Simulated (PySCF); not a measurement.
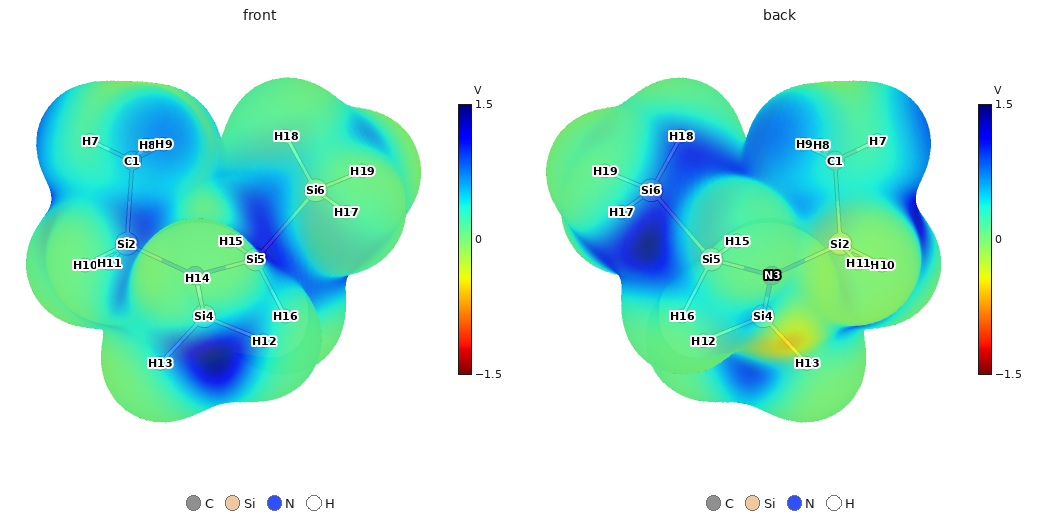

CH13NSi4 (SMILES C[SiH2]N([SiH3])[SiH2][SiH3]). The electrostatic potential painted on the density surface at 0.002 e/bohr³, seen from the front and from behind; red is negative and blue positive.

Geometry: GFN2-xTB.

These are results of PBE0/pcSseg-1, SCF density, gas phase, non-relativistic in PySCF, not measurements.

```xyz
19

C    -0.8989    2.1580    0.6722
Si   -1.6636    0.8089   -0.4186
N    -0.5875   -0.5615   -0.5276
Si   -1.0603   -2.0814    0.1720
Si    1.0242   -0.3456   -1.1845
Si    2.5850   -0.2336    0.5081
H    -1.5665    3.0103    0.7533
H    -0.7040    1.7952    1.6778
H     0.0424    2.5133    0.2616
H    -2.9266    0.3374    0.1537
H    -1.8831    1.3204   -1.7766
H    -0.0197   -3.0554   -0.1538
H    -2.3448   -2.4821   -0.4020
H    -1.1717   -1.9440    1.6282
H     0.9476    0.8600   -2.0249
H     1.2378   -1.4709   -2.1098
H     2.7636   -1.5013    1.2281
H     2.3041    0.7645    1.5498
H     3.9124    0.1168   -0.0147
```

**Where is the surface potential most negative and most positive?**

The most negative region (about −0.4 V, or −9 kcal/mol for a unit charge) lies over N3, the most positive (about +1.4 V, or +32 kcal/mol for a unit charge) over Si2, Si4 and Si5.
